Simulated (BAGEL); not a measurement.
**AlNH2ClF (SMILES [NH2][Al]([F])[Cl]), step by step**

Aim: the energy (HF/def2-SVP), then the energy (NEVPT2(2,2)/def2-SVP), then a single-point energy (CASPT2(2,2)/def2-SVP) of AlNH2ClF. 

Program for the calculation: BAGEL 1.2.2.

## (1) Starting point

AlNH2ClF has 6 atoms, charge 0, and is taken as a singlet. SMILES: `[NH2][Al]([F])[Cl]`. The N1–H6 distance was set to 1.358 Å, away from the relaxed value.

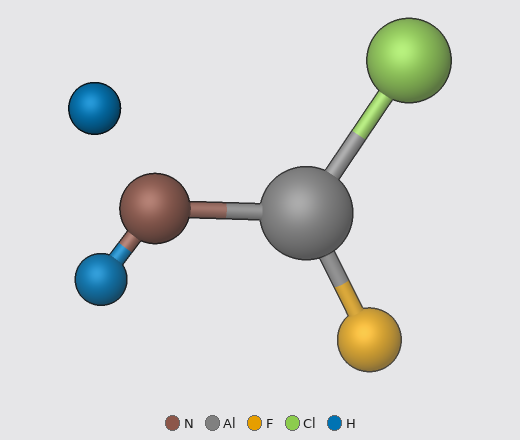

Viewed from a chosen angle; nitrogen brown, aluminium grey, fluorine amber, chlorine green, hydrogen blue.

## (2) The energy at HF/def2-SVP (density fitting with svp-jkfit) (run 1)

File input.json:

```json
{ "bagel" : [

{
  "title" : "molecule",
  "basis" : "svp",
  "df_basis" : "svp-jkfit",
  "angstrom" : false,
  "geometry" : [
    { "atom" : "N", "xyz" : [     0.14015910,     1.56359530,     0.43344648 ] },
    { "atom" : "Al", "xyz" : [     0.64055857,    -1.68994617,     0.65662314 ] },
    { "atom" : "F", "xyz" : [     2.32109202,    -2.83587609,     2.99761586 ] },
    { "atom" : "Cl", "xyz" : [    -0.85912808,    -4.16605431,    -2.00014282 ] },
    { "atom" : "H", "xyz" : [     0.81781489,     2.84653037,     1.66290230 ] },
    { "atom" : "H", "xyz" : [    -1.21906232,     2.69474945,    -1.42655425 ] }
  ]
},

{
  "title" : "hf"
},

{
  "title" : "print",
  "file" : "orbitals.molden",
  "orbitals" : true
}

]}
```

Command:

```sh
$ BAGEL_NUM_THREADS=1 BAGEL input.json > input.out
```

Output:

```text
* using 1 threads per process

  ===============================================================
  ===============================================================

  *** Geometry ***

  { "atom" : "N", "xyz" : [      0.140159,      1.563595,      0.433446 ] },
  { "atom" : "Al", "xyz" : [      0.640559,     -1.689946,      0.656623 ] },
  { "atom" : "F", "xyz" : [      2.321092,     -2.835876,      2.997616 ] },
  { "atom" : "Cl", "xyz" : [     -0.859128,     -4.166054,     -2.000143 ] },
  { "atom" : "H", "xyz" : [      0.817815,      2.846530,      1.662902 ] },
  { "atom" : "H", "xyz" : [     -1.219062,      2.694749,     -1.426554 ] },

  Number of auxiliary basis functions:      446

  Since a DF basis is specified, we compute 2- and 3-index integrals:
    o Being stored without compression. Storage requirement is 0.020 GB

  Number of basis functions:       74
  Number of electrons      :       48

    * METHOD: MOLECULE                             0.17

  *** RHF ***

  === Nuclear Repulsion ===
   196.1741219726

      * DIIS with orbital gradients will be used.

  === RHF iteration (svp) ===
      0       -856.01328312          0.02375504           0.05
      1       -856.16546820          0.01576451           0.05
      2       -856.25846593          0.00116348           0.05
      3       -856.25946200          0.00026921           0.05
      4       -856.25951737          0.00008424           0.05
      5       -856.25952238          0.00002987           0.05
      6       -856.25952293          0.00001146           0.05
      7       -856.25952303          0.00000181           0.05
      8       -856.25952303          0.00000040           0.05
      9       -856.25952303          0.00000015           0.05
     10       -856.25952303          0.00000005           0.05
     11       -856.25952303          0.00000002           0.05
     12       -856.25952303          0.00000001           0.05
    * SCF iteration converged.

    * Permanent dipole moment:
           (    0.229044,    -1.066170,     0.171172) a.u.

    * METHOD: HF                                   0.81

    * METHOD: PRINT                                0.01

  ===============================================================
```

Run time: 1.1 s. Hardware: 1 thread of Arm Neoverse V1, shared host; peak memory 0.14 GiB.

## (3) The energy at NEVPT2(2,2)/def2-SVP (density fitting with svp-jkfit) (run 2)

File job.json:

```json
{ "bagel" : [

{
  "title" : "molecule",
  "basis" : "svp",
  "df_basis" : "svp-jkfit",
  "angstrom" : "false",
  "geometry" : [
    { "atom" : "N", "xyz" : [     0.14015910,     1.56359530,     0.43344648 ] },
    { "atom" : "Al", "xyz" : [     0.64055857,    -1.68994617,     0.65662314 ] },
    { "atom" : "F", "xyz" : [     2.32109202,    -2.83587609,     2.99761586 ] },
    { "atom" : "Cl", "xyz" : [    -0.85912808,    -4.16605431,    -2.00014282 ] },
    { "atom" : "H", "xyz" : [     0.81781489,     2.84653037,     1.66290230 ] },
    { "atom" : "H", "xyz" : [    -1.21906232,     2.69474945,    -1.42655425 ] }
  ]
},

{
  "title" : "hf"
},

{
  "title" : "casscf",
  "nstate" : 1,
  "nact" : 2,
  "nclosed" : 23,
  "active" : [20, 27],
  "maxiter" : 200,
  "natocc" : "true"
},

{
  "title" : "nevpt2",
  "nstate" : 1,
  "nact" : 2,
  "nclosed" : 23,
  "active" : [20, 27],
  "maxiter" : 200,
  "natocc" : "true",
  "ncore" : 12
},

{
  "title" : "print",
  "file" : "orbitals.molden",
  "orbitals" : "true"
}

]}
```

Command:

```sh
$ BAGEL_NUM_THREADS=1 BAGEL job.json > job.out
```

Output:

```text
* using 1 threads per process

  ===============================================================
  ===============================================================

  *** Geometry ***

  { "atom" : "N", "xyz" : [      0.140159,      1.563595,      0.433446 ] },
  { "atom" : "Al", "xyz" : [      0.640559,     -1.689946,      0.656623 ] },
  { "atom" : "F", "xyz" : [      2.321092,     -2.835876,      2.997616 ] },
  { "atom" : "Cl", "xyz" : [     -0.859128,     -4.166054,     -2.000143 ] },
  { "atom" : "H", "xyz" : [      0.817815,      2.846530,      1.662902 ] },
  { "atom" : "H", "xyz" : [     -1.219062,      2.694749,     -1.426554 ] },

  Number of auxiliary basis functions:      446

  Since a DF basis is specified, we compute 2- and 3-index integrals:
    o Being stored without compression. Storage requirement is 0.020 GB

  Number of basis functions:       74
  Number of electrons      :       48

    * METHOD: MOLECULE                             0.17

  *** RHF ***

  === Nuclear Repulsion ===
   196.1741219726

      * DIIS with orbital gradients will be used.

  === RHF iteration (svp) ===
      0       -856.01328312          0.02375504           0.05
      1       -856.16546820          0.01576451           0.05
      2       -856.25846593          0.00116348           0.05
      3       -856.25946200          0.00026921           0.05
      4       -856.25951737          0.00008424           0.05
      5       -856.25952238          0.00002987           0.05
      6       -856.25952293          0.00001146           0.05
      7       -856.25952303          0.00000181           0.05
      8       -856.25952303          0.00000040           0.05
      9       -856.25952303          0.00000015           0.05
     10       -856.25952303          0.00000005           0.05
     11       -856.25952303          0.00000002           0.05
     12       -856.25952303          0.00000001           0.05
    * SCF iteration converged.

    * Permanent dipole moment:
           (    0.229044,    -1.066170,     0.171172) a.u.

    * METHOD: HF                                   0.82

  ---------------------------
      CASSCF calculation
  ---------------------------

    ==== Active orbitals : =====
         Orbital 20
         Orbital 27
    ============================

    * nstate   :      1
    * nclosed  :     23
    * nact     :      2
    * nvirt    :     49
  === CASSCF iteration (svp) ===

    * Using the second-order algorithm

      0  0      -856.26136895     3.83e-04      0.02

      1  0      -856.28750217     2.03e-03      0.24

      2  0      -856.28966415     1.83e-04      0.28

      3  0      -856.28970065     5.91e-05      0.29

      4  0      -856.28970172     1.88e-05      0.30

      5  0      -856.28970179     5.85e-06      0.30

      6  0      -856.28970179     1.79e-06      0.29

      7  0      -856.28970179     5.44e-07      0.29

      8  0      -856.28970179     1.64e-07      0.27

      9  0      -856.28970179     4.95e-08      0.27

     10  0      -856.28970179     1.49e-08      0.24

     11  0      -856.28970179     4.48e-09      0.24

    * Second-order optimization converged. *

     guess   0:   closed 1.                   open ..

  === FCI iteration ===

      0  0      -856.25864731     9.20e-02      0.00
      1  0      -856.28959525     4.37e-03      0.00
      2  0 *    -856.28970179     3.35e-16      0.00

     * ci vector, state   0, <S^2> = 0.0000
       2.     0.9860315227
       .2    -0.1665588070

    * METHOD: CASSCF                               3.14

    * freezing 12 orbitals

  === DF-NEVPT2 calculation ===

    * 3-index integral transformation done
    * assembly done

      NEVPT2 correlation energy:   -0.5261318820      0.11

          (+0)     -0.4585955422
          (+0)'    -0.0252358140
          (+1)     -0.0058922131
          (+1)'    -0.0000000000
          (+2)     -0.0004104831
          (-1)     -0.0300532351
          (-1)'     0.0000000000
          (-2)     -0.0059445945

      NEVPT2 total energy:       -856.8158336765

    * METHOD: NEVPT2                               0.21

    * METHOD: PRINT                                0.01

  ===============================================================
```

Wall time 4.5 s (1 thread of Arm Neoverse V1, shared host); peak memory 0.14 GiB.

## (4) A single-point energy at CASPT2(2,2)/def2-SVP (density fitting with svp-jkfit) (run 3)

File input.json:

```json
{ "bagel": [

{
  "title": "molecule",
  "basis": "svp",
  "df_basis": "svp-jkfit",
  "geometry": [
    { "atom": "N", "xyz": [  0.14015910,  1.56359530,  0.43344648 ] },
    { "atom": "Al", "xyz": [  0.64055857, -1.68994617,  0.65662314 ] },
    { "atom": "F", "xyz": [  2.32109202, -2.83587609,  2.99761586 ] },
    { "atom": "Cl", "xyz": [ -0.85912808, -4.16605431, -2.00014282 ] },
    { "atom": "H", "xyz": [  0.81781489,  2.84653037,  1.66290230 ] },
    { "atom": "H", "xyz": [ -1.21906232,  2.69474945, -1.42655425 ] }
  ]
},
{
  "title": "hf"
},
{
  "title": "casscf",
  "nstate": 1,
  "nact": 2,
  "nclosed": 23,
  "active": [20, 27],
  "maxiter": 200,
  "natocc": true
},
{
  "title": "print",
  "file": "orbitals.molden",
  "orbitals": true
},
{
  "title": "smith",
  "method": "caspt2",
  "ms": true,
  "xms": true,
  "sssr": true,
  "shift": 0.2,
  "shift_imag": true,
  "ncore": 12
}

]}
```

Command:

```sh
$ BAGEL_NUM_THREADS=1 BAGEL input.json > input.out
```

Output:

```text
* using 1 threads per process

  ===============================================================
  ===============================================================

  *** Geometry ***

  { "atom" : "N", "xyz" : [      0.140159,      1.563595,      0.433446 ] },
  { "atom" : "Al", "xyz" : [      0.640559,     -1.689946,      0.656623 ] },
  { "atom" : "F", "xyz" : [      2.321092,     -2.835876,      2.997616 ] },
  { "atom" : "Cl", "xyz" : [     -0.859128,     -4.166054,     -2.000143 ] },
  { "atom" : "H", "xyz" : [      0.817815,      2.846530,      1.662902 ] },
  { "atom" : "H", "xyz" : [     -1.219062,      2.694749,     -1.426554 ] },

  Number of auxiliary basis functions:      446

  Since a DF basis is specified, we compute 2- and 3-index integrals:
    o Being stored without compression. Storage requirement is 0.020 GB

  Number of basis functions:       74
  Number of electrons      :       48

    * METHOD: MOLECULE                             0.18

  *** RHF ***

  === Nuclear Repulsion ===
   196.1741219726

[... 8 lines left out ...]
    * SCF iteration converged.
[... 1 line left out ...]
    * Permanent dipole moment:
[... 27 lines left out ...]
    * Second-order optimization converged. *
[... 9 lines left out ...]
     * ci vector, state   0, <S^2> = 0.0000
[... 16 lines left out ...]
    * Zeroth order energy : state  0       -1.0919367819
[... 3 lines left out ...]
      -------------------------------------------  CASPT2 iteration  ---------------------------------------------------
       #      aibj      arbs      arbi      airj      risj      airs      arst      rist         Etot      error   time
      ------------------------------------------------------------------------------------------------------------------

       0  -0.45755  -0.00708  -0.03049  -0.00616  -0.00057  -0.02220  -0.00000  -0.00000   -0.5240395  0.0017581   0.06
       1  -0.45769  -0.00712  -0.03062  -0.00625  -0.00061  -0.02267  -0.00000  -0.00000   -0.5249654  0.0002887   0.05
       2  -0.45770  -0.00713  -0.03060  -0.00625  -0.00061  -0.02270  -0.00000  -0.00000   -0.5249971  0.0000599   0.05
       3  -0.45770  -0.00713  -0.03060  -0.00625  -0.00061  -0.02271  -0.00000  -0.00000   -0.5249982  0.0000119   0.06
       4  -0.45770  -0.00713  -0.03060  -0.00625  -0.00061  -0.02271   0.00000  -0.00000   -0.5249982  0.0000022   0.06
       5  -0.45770  -0.00713  -0.03060  -0.00625  -0.00061  -0.02271   0.00000   0.00000   -0.5249982  0.0000004   0.06

      ------------------------------------------------------------------------------------------------------------------

    * CASPT2 energy : state  0     -856.8168542431
        w/o shift correction       -856.8147000110
        reference weight              0.8666675719

    * METHOD: SMITH                                0.51

  ===============================================================
```

Run time: 5.1 s. Hardware: 1 thread of Arm Neoverse V1, shared host; peak memory 0.14 GiB.

## (5) Summary of results

| quantity | value |
| --- | --- |
| run 1, HF/def2-SVP: total energy | -856.25952 Eh |
| run 1, HF/def2-SVP: dipole moment | 2.81 D |
| run 1, HF/def2-SVP: HOMO energy | -11.40 eV |
| run 1, HF/def2-SVP: LUMO energy | 2.25 eV |
| run 1, HF/def2-SVP: HOMO–LUMO gap | 13.65 eV |
| run 2, NEVPT2(2,2)/def2-SVP: total energy | -856.81583 Eh |
| run 3, CASPT2(2,2)/def2-SVP: total energy | -856.81685 Eh |
